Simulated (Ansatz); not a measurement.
# What Sn2C (model cell, started as cuprite) distorts into

Which phase does Sn2C (model cell, started as cuprite) fall into along its unstable mode, and how much energy does it gain?

Main program and level: Ansatz 0.2.0; DFT PBEsol, scalar-relativistic, plane waves, PAW.

The structure was built from a prototype and need not be the compound's stable phase.

### 1. Starting point

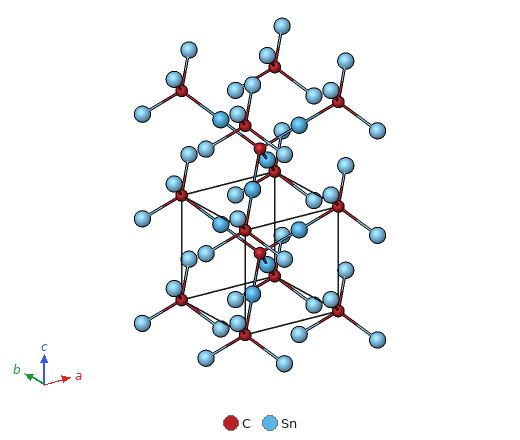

The cell as given, from a free direction (carbon red, tin blue). 1×1×2 cells are drawn. Some periodic images of atoms are drawn too.

### 2. Phonons on a q mesh

The cell comes from relaxations at this level that are not shown. Stability and thermal properties need the whole zone. Linear response on a 2×2×2 q mesh gives force constants as far as a supercell of that size would.

input.yaml reads:

```yaml
crystal:
  lattice:
    - [5.0213021337, 0.0, 0.0]
    - [0.0, 5.0213021337, 0.0]
    - [0.0, 0.0, 5.0213021337]
  atoms:
    - { symbol: C, position: [0.0, 0.0, 0.0] }
    - { symbol: C, position: [0.5, 0.5, 0.5] }
    - { symbol: Sn, position: [0.25, 0.25, 0.25] }
    - { symbol: Sn, position: [0.75, 0.75, 0.25] }
    - { symbol: Sn, position: [0.75, 0.25, 0.75] }
    - { symbol: Sn, position: [0.25, 0.75, 0.75] }
kpoints:
  mp_grid: { grid: [8, 8, 8] }
hamiltonian:
  xc: pbesol
scf:
  occupations: { method: methfessel_paxton, width: 0.2 }
output:
  eigenvalues: true
phonons:
  method: dfpt
  qmesh: [2, 2, 2]
  temperatures: { t_max: 1000, t_step: 50 }
  qpath:
    path:
      - [[0.0, 0.0, 0.0], [0.0, 0.5, 0.0], [0.5, 0.5, 0.0], [0.0, 0.0, 0.0], [0.5, 0.5, 0.5], [0.0, 0.5, 0.0]]
      - [[0.5, 0.5, 0.5], [0.5, 0.5, 0.0]]
    npoints: 10
```

On the command line:

```bash
$ ansatz run input.yaml --threads 8 --pin off --max-ram 14336MiB --backend cpu --events-out ev --progress --plain --runs-dir out
```

Numbers of over 12 decimals in the logs are rounded to 6 here.

The program printed:

```text
Warning: phonons: the dynamical matrix that this run interpolates holds no multipole term above the dipole-dipole one, and a site of this crystal is no centre of inversion, so its interpolated transverse optical and acoustic branches and sound speeds can stay off near Gamma, and the density of states and the thermodynamics with them. What a run solves at a wave vector of phonons.qpoints, Gamma apart, where the deck admits one, is free of this, and under fd what a larger phonons.supercell samples
Engine: ansatz 0.2.0, aarch64-unknown-linux-gnu
Pseudopotentials: kind: paw
Pseudopotential: C, paw, valence charge 4, recommended cutoff 420 eV (normal), C.paw.azcp
Pseudopotential: Sn, paw, valence charge 14, recommended cutoff 420 eV (normal), Sn.paw.azcp
Functional definition: PBEsol
  exchange = pbesol_x
  correlation = pbesol_c
Crystal: 6 atoms, lattice volume = 126.604 Å³
Basis set: ecut = 420 eV, 2517 PW (Γ), exchange–correlation on 72×72×72 points (8 copies of the dense FFT grid, shifted against one another)
Bands: 39, of which v1, the nominal top of the filled ones, is band 32 counted from 1 (31 counted from 0)
Symmetry: 48 space group operations
k-points: 35 of 512
Non-local potential: C, projectors of the file, l = 0: 2, l = 1: 2, l = 2: 1
Non-local potential: Sn, projectors of the file, l = 0: 2, l = 1: 2, l = 2: 2, l = 3: 2
PAW form: soft (Blöchl's): semilocal exchange-correlation on the pseudo side does not see the compensation charge
PAW frozen core: C, regenerated for the run's functional, and the local potential with it (the file was generated under x = pbe(κ = 0.804, μ = 0.219515), c = pbe(β = 0.066725))
PAW frozen core: Sn, regenerated for the run's functional, and the local potential with it (the file was generated under x = pbe(κ = 0.804, μ = 0.219515), c = pbe(β = 0.066725))
PAW one-centre angular grid: C, 110 points (default); XC on 64 Gauss nodes
PAW one-centre angular grid: Sn, 590 points (default); XC on 64 Gauss nodes
Initial density: superposition of atomic densities (neutral atoms: chi_scale 0, normalization atom), corrected by the library's trained network
Initial wavefunctions: pseudopotential atomic-orbital guess
Functional: x = pbesol(κ = 0.804, μ = 0.123457), c = pbesol(β = 0.046)
SCF iter   1: F=—  HF=-24285.407835 eV  |F-HF|=—  |Δ(HF+E_count)|=         —  Δρ=1.37e-2  dr2=3.81e-1  ethr=1.77e-3  ⟨swp⟩=7.8  Hψ=5931  notcnv=0
preconditioner: auto → Kerker (q_TF=auto, 2.435 Å⁻¹)  [metal: Δε(μ)=0.008 eV  Ē_g=17.796 eV  σ=0.200 eV  W_gap=0.03  n_scr=26 (ndim 8)  ℏωp=26.4 eV  f_vac=0.000  D(μ)=3.84/eV (n_scr^D=26)]
SCF iter   2: F=—  HF=-24285.338182 eV  |F-HF|=—  |Δ(HF+E_count)|=   6.97e-2  S|Δr|=    0.00e0  Δρ=6.18e-3  dr2=8.65e-2  ethr=5.96e-4  ⟨swp⟩=1.2  Hψ=1658  notcnv=0  defer=2
SCF iter   3: F=—  HF=-24285.319696 eV  |F-HF|=—  |Δ(HF+E_count)|=   1.85e-2  S|Δr|=    0.00e0  Δρ=1.11e-3  dr2=1.52e-3  ethr=1.35e-4  ⟨swp⟩=2.0  Hψ=1683  notcnv=0  defer=2
SCF iter   4: F=—  HF=-24285.319567 eV  |F-HF|=—  |Δ(HF+E_count)|=   1.29e-4  S|Δr|=    0.00e0  Δρ=2.24e-4  dr2=5.96e-5  ethr=2.38e-6  ⟨swp⟩=2.0  Hψ=1728  notcnv=0  defer=2
SCF iter   5: F=—  HF=-24285.319562 eV  |F-HF|=—  |Δ(HF+E_count)|=   4.61e-6  S|Δr|=    0.00e0  Δρ=6.81e-5  dr2=6.63e-6  ethr=9.31e-8  ⟨swp⟩=2.1  Hψ=2411  notcnv=0  defer=2
SCF iter   6: F=—  HF=-24285.319559 eV  |F-HF|=—  |Δ(HF+E_count)|=   3.01e-6  S|Δr|=    0.00e0  Δρ=1.75e-5  dr2=5.51e-7  ethr=1.04e-8  ⟨swp⟩=3.0  Hψ=2549  notcnv=0  defer=2
SCF iter   7: F=—  HF=-24285.319558 eV  |F-HF|=—  |Δ(HF+E_count)|=   1.32e-6  S|Δr|=    0.00e0  Δρ=3.70e-6  dr2=2.21e-8  ethr=8.60e-10  ⟨swp⟩=2.4  Hψ=2366  notcnv=0  defer=5
SCF iter   8: F=—  HF=-24285.319558 eV  |F-HF|=—  |Δ(HF+E_count)|=   4.42e-9  S|Δr|=    0.00e0  Δρ=8.02e-7  dr2=1.19e-9  ethr=3.46e-11  ⟨swp⟩=2.7  Hψ=2170  notcnv=0  defer=5
SCF iter   9: F=—  HF=-24285.319558 eV  |F-HF|=—  |Δ(HF+E_count)|=  1.46e-11  S|Δr|=    0.00e0  Δρ=2.20e-7  dr2=7.63e-11  ethr=1.87e-12  ⟨swp⟩=2.2  Hψ=1619  notcnv=0  defer=5
SCF iter  10: F=-24285.319558 eV  HF=-24285.319558 eV  |F-HF|=2.91e-11  |Δ(HF+E_count)|=  1.46e-11  S|Δr|=    0.00e0  Δρ=3.58e-8  dr2=1.43e-12  ethr=1.00e-12  ⟨swp⟩=11.4  Hψ=6574  notcnv=0
SCF 1 converged in 10 iterations: F = -24285.319558 eV  dr2 = 1.43e-12
  greatest PAW one-centre occupation: 0.992 electrons in one spin orbital (limit 2), on the Sn atom at site 2 (counted from 0), in its partial waves of l = 2
Initial density: read from a saved state, or passed on in memory by an earlier SCF of this step, an earlier step, the calling program or the single point that the run made first
iter 1 solved again at ethr=2.28e-7 eV; its pass at ethr=3.10e-3 eV (dr2=1.46e-4 eV) is discarded
SCF iter   1: F=—  HF=-24285.319558 eV  |F-HF|=—  |Δ(HF+E_count)|=         —  Δρ=6.12e-7  dr2=3.66e-10  ethr=2.28e-7  ⟨swp⟩=3.3  Hψ=9338  notcnv=0
eigensolver tolerance schedule: the retry pair's looser diagonalisation over-reported the residual by 398455.61 of it (diagonalisation noise at an unbounded share of the residual, at the tolerance the schedule requests for it); recorded, not acted on — ethr = c·dr2/N_el stays at c = 1.0e-1
preconditioner: auto → Kerker (q_TF=auto, 2.435 Å⁻¹)  [metal: Δε(μ)=0.029 eV  Ē_g=17.817 eV  σ=0.200 eV  W_gap=0.12  n_scr=26 (ndim 8)  ℏωp=26.4 eV  f_vac=0.000  D(μ)=3.69/eV (n_scr^D=26)]
SCF iter   2: F=—  HF=-24285.319558 eV  |F-HF|=—  |Δ(HF+E_count)|=   3.08e-7  S|Δr|=    0.00e0  Δρ=3.24e-7  dr2=9.77e-11  ethr=1.00e-12  ⟨swp⟩=4.5  Hψ=4030  notcnv=0
SCF iter   3: F=—  HF=-24285.319558 eV  |F-HF|=—  |Δ(HF+E_count)|=  2.91e-11  S|Δr|=    0.00e0  Δρ=2.04e-7  dr2=3.82e-11  ethr=1.00e-12  ⟨swp⟩=1.0  Hψ=1365  notcnv=0
SCF iter   4: F=—  HF=-24285.319558 eV  |F-HF|=—  |Δ(HF+E_count)|=  1.46e-11  S|Δr|=    0.00e0  Δρ=1.13e-7  dr2=1.22e-11  ethr=1.00e-12  ⟨swp⟩=1.0  Hψ=1365  notcnv=0
SCF iter   5: F=-24285.319558 eV  HF=-24285.319558 eV  |F-HF|=1.46e-11  |Δ(HF+E_count)|=  7.28e-12  S|Δr|=    0.00e0  Δρ=5.92e-8  dr2=3.58e-12  ethr=1.00e-12  ⟨swp⟩=4.9  Hψ=3525  notcnv=0
SCF 2 converged in 5 iterations: F = -24285.319558 eV  dr2 = 3.58e-12
  greatest PAW one-centre occupation: 0.992 electrons in one spin orbital (limit 2), on the Sn atom at site 4 (counted from 0), in its partial waves of l = 2
phonons: the bands overlap, so this run is a metal and interpolates without the dipole-dipole term. If the crystal is really an insulator or semiconductor, its LO-TO splitting is missing
NSCF: frozen V_eff on 35 k-points
NSCF: frozen V_eff on 150 k-points
DFPT response loops at q = (0, 0, 0) (fractional): preconditioner auto → Kerker (q_TF=auto, 2.435 Å⁻¹) (partly filled bands, converged f_vac=0.000); β = 1.00, the filter's whole step (`scf.mixing.beta` (0.50) is not read by the response loops under this deck's `scf.mixing.preconditioner`; to damp them name `kerker` or `kerker_dos`, under which they read `scf.mixing.beta`, and type it under 1.00, their step now; both keys bind the ground state too); Broyden in place of MSR1
NSCF: frozen V_eff on 520 k-points
DFPT response loops at q = (0, 0, -0.5) (fractional): mixed as the last ones told, above
NSCF: frozen V_eff on 520 k-points
DFPT response loops at q = (0, -0.5, -0.5) (fractional): mixed as the last ones told, above
NSCF: frozen V_eff on 300 k-points
DFPT response loops at q = (-0.5, -0.5, -0.5) (fractional): mixed as the last ones told, above
SCF converged after 10 iterations
Stability not checked: this state was not tested for a lower state beside it, because cold or Methfessel-Paxton smearing, or corrected tetrahedra, fill the levels in a way that the test cannot read (fill_not_monotonic; see scf.lower_state_search)
Free energy (F): -24285.319558 eV
Harris-Foulkes:  -24285.319558 eV  (|F-HF|=2.91e-11)
Internal energy: -24285.310566 eV  (E = F + TS)
E sigma→0 (E₀):  -24285.317310 eV
Entropy (-TS):   -0.008992 eV (-1.499 meV/atom)
Fermi energy:    10.063991 eV
--- Per-component energies (eV) ---
  E_band       = -346.265167
  E_kinetic    = 916.861366
  E_local      = -3736.029832  (includes V_loc(G=0)·N_el)
  E_nonlocal   = -64.261895
  E_hartree    = 2239.342464
  E_xc         = -1607.644849
  E_vxc        = -500.688789  (∫ρ·V_xc dr)
  E_paw        = -16456.170256  (= ΣΔE_a)
  E_vpaw       = -1440.830929  (= ΣTr[D̂ρ^β])
  E_aug_tail   = 0.000007  (compensation charges beyond the density's cutoff)
  E_ewald      = -5578.589130
  E_core_change = 1.181560  (= ΣΔE_core)
  E_smearing   = -0.008992  (= −TS)
  E_closure    = 0.000000  (closes the sum)
  Σ components = -24285.319558   (vs F -24285.319558, Δ=0.00e0)
--- Band table (eV; the first three rows and the last of 35) ---
  k-point 0: bands = [... 28 lower, 6.0869, 6.8092, 6.8092, 11.7989, 11.7989, 11.7989, 12.1481, 12.1481, ... 3 higher]
  k-point 1: bands = [... 28 lower, 6.9147, 7.0208, 7.2341, 11.2818, 11.2818, 11.2874, 12.0022, 12.5010, ... 3 higher]
  k-point 2: bands = [... 28 lower, 7.2285, 7.9962, 8.2670, 10.3065, 10.8279, 10.8279, 11.5667, 12.3184, ... 3 higher]
  k-point 34: bands = [... 28 lower, 9.6042, 9.6042, 9.6042, 10.1781, 11.2975, 11.2975, 11.2975, 14.1122, ... 3 higher]
--- Phonons (Γ-DFPT): 2 representative perturbations + reference (Σ response iterations 6) ---
  ASR residual: 3.875e-6 → 0.000e0 eV/Å²; symmetrization residual: 4.923e-7 eV/Å²
  ASR residual per site (eV/Å²): 3.88e-6 3.88e-6 3.72e-6 3.72e-6 3.72e-6 3.72e-6
  Γ frequencies (cm⁻¹): -92.19 -92.19 -92.19 -77.79 -77.79 0.00 0.00 0.00 20.73 20.73 20.73 219.74 361.87 361.87 361.87 501.71 501.71 501.71
--- Phonons (arbitrary-q DFPT): 4 irreducible q on the 2×2×2 mesh ---
  q = [0.0000, 0.0000, 0.0000] (star 1, of the zone-centre solve; hermiticity 1.31e-7, symmetrization 1.62e-12): -92.19 -92.19 -92.19 -77.79 -77.79 -0.00 -0.00 0.00 20.73 20.73 20.73 219.74 361.87 361.87 361.87 501.71 501.71 501.71
  q = [0.0000, 0.0000, -0.5000] (star 3, 4 solved perturbations in 610 linear systems a pass and spin channel, the states on 260 of 512 k-point pairs; hermiticity 1.53e-7, symmetrization 1.18e-12): -92.74 -92.74 -74.21 -74.21 -73.91 -73.91 -31.67 -31.67 65.15 65.15 153.56 153.56 330.62 330.62 427.98 427.98 531.58 531.58
  q = [0.0000, -0.5000, -0.5000] (star 3, 4 solved perturbations in 610 linear systems a pass and spin channel, the states on 260 of 512 k-point pairs; hermiticity 2.33e-7, symmetrization 1.11e-12): -184.27 -184.27 -81.47 -81.47 -58.22 -58.22 -53.72 -53.72 64.47 64.47 136.29 136.29 203.43 203.43 440.98 440.98 512.18 512.18
  q = [-0.5000, -0.5000, -0.5000] (star 1, 2 solved perturbations in 225 linear systems a pass and spin channel, the states on 150 of 512 k-point pairs; hermiticity 1.64e-7, symmetrization 5.42e-12): -137.89 -137.89 -137.89 -81.80 -81.80 -81.80 -33.73 -33.73 66.09 66.09 66.09 221.36 378.46 378.46 378.46 496.16 496.16 496.16
  sum rule: each row above includes the acoustic sum rule's correction from the zone centre's row sums; it moved no ω² by more than (0.30 cm⁻¹)²
  mesh force constants: q→R imaginary residual 3.46e-17; ASR residual 3.875e-6 → 0.000e0 eV/Å²; symmetrization residual 6.217e-15 eV/Å²
  interpolated dispersion: 62 rows × 18 modes
  density of states and harmonic sums: on the 12×12×12 q-mesh, interpolated from the force constants of a 2×2×2 supercell (no non-analytic term)
  largest difference from the sums on the solved wave vectors: F 3.30e-2 eV, S 3.44e-5 and C_V 8.36e-6 eV/K
  zero-point energy: 0.180098 eV/cell   skipped modes (ω ≤ 0): 669, of them read as no rigid motion or as one in doubt: 666 (7.984e0 modes/cell left out, lowest -184.27 cm⁻¹)   left out of the sums: 4.44e-1 of the cell's modes: C_V's classical limit lies that fraction below 3 k_B per atom; for a crystal, a wire or a layer, F and S can be off by more, and a phonons.interpolated_qmesh denser along its periods is the remedy for the sampling
```

Elapsed: 2.1 min, on 8 threads of Arm Neoverse V2, shared host; peak memory 3.4 GiB.

Reading the cycles: dr2 is the Hartree energy of the density residual (eV), the measure of convergence; HF is the Harris–Foulkes estimate of the energy, which meets the free energy F at convergence.

Numbers from this step:

- volume per atom: 21.10 Å³
- gap on the k-mesh: 0 eV
- sum-rule residual before enforcement: 3.88e-6 eV/Å²
- lowest frequency on the path: -184.3 cm⁻¹
- point group: m-3m
- highest frequency on the path or at a solved wavevector: 535.2 cm⁻¹
- highest optical mode at the zone centre (no LO-TO term): 501.7 cm⁻¹
- lowest optical zone-centre mode: -92.19 cm⁻¹
- lowest mode on the q mesh (acoustic modes at Γ apart): -184.3 cm⁻¹

Frequencies (cm⁻¹) solved at each irreducible wavevector; negative means imaginary. Frequencies by wavevector, by row:

```tsv
q in reciprocal lattice units	star	mode 1	mode 2	mode 3	mode 4	mode 16	mode 17	mode 18
0 0 0	1	-92.2	-92.2	-92.2	-77.8	501.7	501.7	501.7
0 0 -0.5	3	-92.7	-92.7	-74.2	-74.2	428	531.6	531.6
0 -0.5 -0.5	3	-184.3	-184.3	-81.5	-81.5	441	512.2	512.2
-0.5 -0.5 -0.5	1	-137.9	-137.9	-137.9	-81.8	496.2	496.2	496.2
```

Interpolated from a 2×2×2 q mesh. Phonon branches along the path, in cm⁻¹:

```tsv
point	branch 1	branch 2	branch 3	branch 4	branch 15	branch 16	branch 17	branch 18
Γ	-92	-92	-92	-78	362	502	502	502
X	-93	-93	-74	-74	428	428	532	532
M	-184	-184	-82	-82	441	441	512	512
Γ	-92	-92	-92	-78	362	502	502	502
R	-138	-138	-138	-82	378	496	496	496
X	-93	-93	-74	-74	428	428	532	532
jump to R	-138	-138	-138	-82	378	496	496	496
M	-184	-184	-82	-82	441	441	512	512
```

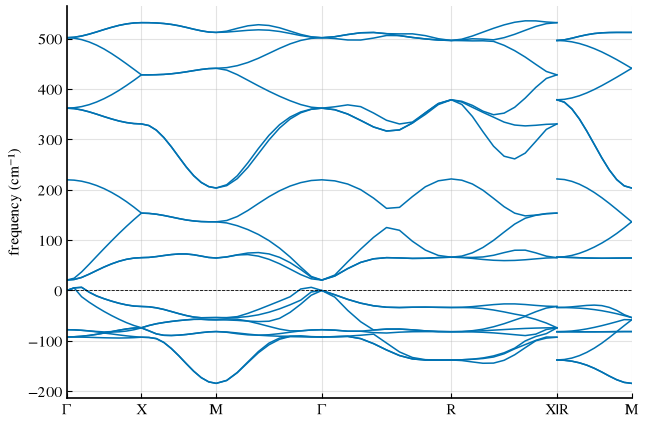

Phonon branches along the path.

Symmetry leaves 4 wavevectors to solve. The lowest mode among them, the acoustic zeros apart, lies at q = (0, -0.5, -0.5) and is imaginary, 184.3i cm⁻¹, so the energy falls along it.

### 3. The mode frozen in, largest atomic shift 0 Å

The mode followed lies at q = (-0.5, -0.5, -0.5) with frequency 137.9i cm⁻¹ and is 3-fold degenerate, one of the unstable modes though not the softest. At small amplitude the distorted cell has space group no. 141 by a symmetry search on the positions. The undistorted cell that holds it gives the zero of energy on the same k mesh.

System of this step: Sn2C (model cell, started as cuprite). It takes space group Pn-3m (No. 224, cubic). Conventional cell: a = 5.021 Å, b = 5.021 Å, c = 5.021 Å, α = 90.00°, β = 90.00°, γ = 90.00°. Nearest to C lie 4 Sn at 2.17 Å. Nearest to Sn lie 2 C at 2.17 Å. Farther neighbours are not listed.

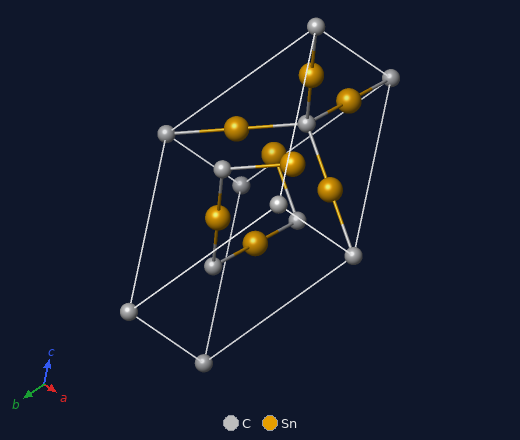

The cell of this step (carbon light grey, tin orange). Bonds to atoms that aren't drawn are left out. Some periodic images of atoms are drawn too.

input.yaml reads:

```yaml
crystal:
  lattice:
    - [5.0213021337, 5.0213021337, 0.0]
    - [5.0213021337, 0.0, 5.0213021337]
    - [5.0213021337, 0.0, -5.0213021337]
  atoms:
    - { symbol: C, position: [0.0, 0.0, 0.0] }
    - { symbol: C, position: [0.0, 0.5, 0.5] }
    - { symbol: C, position: [0.5, 0.25, 0.75] }
    - { symbol: C, position: [0.5, 0.75, 0.25] }
    - { symbol: Sn, position: [0.25, 0.125, 0.875] }
    - { symbol: Sn, position: [0.25, 0.625, 0.375] }
    - { symbol: Sn, position: [0.75, 0.125, 0.875] }
    - { symbol: Sn, position: [0.75, 0.625, 0.375] }
    - { symbol: Sn, position: [0.25, 0.625, 0.875] }
    - { symbol: Sn, position: [0.25, 0.125, 0.375] }
    - { symbol: Sn, position: [0.75, 0.125, 0.375] }
    - { symbol: Sn, position: [0.75, 0.625, 0.875] }
kpoints:
  mp_grid: { grid: [8, 8, 8] }
hamiltonian:
  xc: pbesol
scf:
  occupations: { method: methfessel_paxton, width: 0.2 }
output:
  forces: true
  stress: true
  eigenvalues: true
```

The program printed:

```text
[...]
Crystal: 12 atoms, lattice volume = 253.209 Å³
Basis set: ecut = 420 eV, 4957 PW (Γ), exchange–correlation on 96×96×96 points (8 copies of the dense FFT grid, shifted against one another)
Bands: 77, of which v1, the nominal top of the filled ones, is band 64 counted from 1 (63 counted from 0)
Symmetry: 96 space group operations
[...]
k-points: 29 of 512
[...]
k-point 0: bands = [... 60 lower, 9.5982, 9.5982, 10.1724, 11.2857, 11.2857, 11.2857, 11.8017, 11.8017, ... 9 higher]
  k-point 1: bands = [... 60 lower, 9.5506, 9.5506, 10.7730, 11.1993, 11.1993, 11.2106, 11.2106, 11.2605, ... 9 higher]
  k-point 2: bands = [... 60 lower, 9.4140, 9.4140, 10.4164, 10.4911, 10.4911, 10.9577, 10.9577, 11.1274, ... 9 higher]
  k-point 28: bands = [... 60 lower, 9.5397, 9.5397, 9.5397, 9.5397, 10.1938, 10.1938, 10.1938, 10.1938, ... 9 higher]
[key lines of the parts left out:]
SCF converged after 7 iterations
Free energy (F): -48570.678171 eV
Fermi energy:    10.065481 eV
P = ⅓ Tr σ = -0.0268 GPa (-0.268 kbar)
```

Elapsed: 3.8 s, on 8 threads; peak memory 1.3 GiB; 28 s of CPU time.

Numbers from this step:

- pressure: -0.02680 GPa
- energy from the undistorted cell: 0 meV/atom

The run ends at a pressure of -0.03 GPa.

### 4. The mode frozen in, largest atomic shift 0.32 Å

The atoms are moved along the unstable eigenvector, the largest shift by 0.32 Å, with the cell fixed.

input.yaml reads:

```yaml
crystal:
  lattice:
    - [5.0213021337, 5.0213021337, 0.0]
    - [5.0213021337, 0.0, 5.0213021337]
    - [5.0213021337, 0.0, -5.0213021337]
  atoms:
    - { symbol: C, position: [0.0637284894, -0.0318642447, -0.0318642447] }
    - { symbol: C, position: [-0.0637284894, 0.5318642447, 0.5318642447] }
    - { symbol: C, position: [0.5637284894, 0.2181357553, 0.7181357553] }
    - { symbol: C, position: [0.4362715106, 0.7818642447, 0.2818642447] }
    - { symbol: Sn, position: [0.2267590538, 0.1649245323, 0.8866204731] }
    - { symbol: Sn, position: [0.2732409462, 0.5850754677, 0.3633795269] }
    - { symbol: Sn, position: [0.7267590538, 0.1366204731, 0.9149245323] }
    - { symbol: Sn, position: [0.7732409462, 0.6133795269, 0.3350754677] }
    - { symbol: Sn, position: [0.2267590538, 0.6083164138, 0.8866204731] }
    - { symbol: Sn, position: [0.2732409462, 0.1416835862, 0.3633795269] }
    - { symbol: Sn, position: [0.7267590538, 0.1366204731, 0.3583164138] }
    - { symbol: Sn, position: [0.7732409462, 0.6133795269, 0.8916835862] }
kpoints:
  mp_grid: { grid: [8, 8, 8] }
hamiltonian:
  xc: pbesol
scf:
  occupations: { method: methfessel_paxton, width: 0.2 }
output:
  forces: true
  stress: true
  eigenvalues: true
```

The program printed:

```text
[...]
Crystal: 12 atoms, lattice volume = 253.209 Å³
Basis set: ecut = 420 eV, 4957 PW (Γ), exchange–correlation on 96×96×96 points (8 copies of the dense FFT grid, shifted against one another)
Bands: 77, of which v1, the nominal top of the filled ones, is band 64 counted from 1 (63 counted from 0)
Symmetry: 16 space group operations
[...]
k-points: 59 of 512
[...]
k-point 0: bands = [... 60 lower, 9.5317, 10.0467, 10.0513, 10.8363, 10.8363, 11.5280, 11.9224, 12.0274, ... 9 higher]
  k-point 1: bands = [... 60 lower, 9.4912, 9.8179, 10.4189, 10.6961, 10.7730, 11.3800, 11.4595, 11.6950, ... 9 higher]
  k-point 2: bands = [... 60 lower, 9.3821, 9.5820, 9.7809, 10.2306, 10.8048, 10.9846, 11.1031, 11.7263, ... 9 higher]
  k-point 58: bands = [... 60 lower, 8.7337, 8.7337, 10.0761, 10.0761, 10.3146, 10.3146, 10.6407, 10.6407, ... 9 higher]
[key lines of the parts left out:]
SCF converged after 8 iterations
Free energy (F): -48571.295231 eV
Fermi energy:    10.191996 eV
P = ⅓ Tr σ = 0.3512 GPa (3.512 kbar)
```

It took 8 s on 8 threads; peak memory 1.6 GiB; 62 s of CPU time.

This step gave:

- pressure: 0.3512 GPa
- energy from the undistorted cell: -51.41 meV/atom

The energy, extrapolated to zero smearing, is -51.41 meV/atom against the undistorted cell.

The run ends at a pressure of 0.35 GPa, with forces up to 0.58 eV/Å.

(Part 1 of 2 ends here.)

[Logs are printed without paths, hosts, clocks, repeated set-up lines and the standing remarks that a program may print on its own settings, such as how far it seeks lower states.]

[Hosts, paths, dates, database ids (printed as entryN), source tags and the programs' standing remarks are cut or masked in the printed files.]
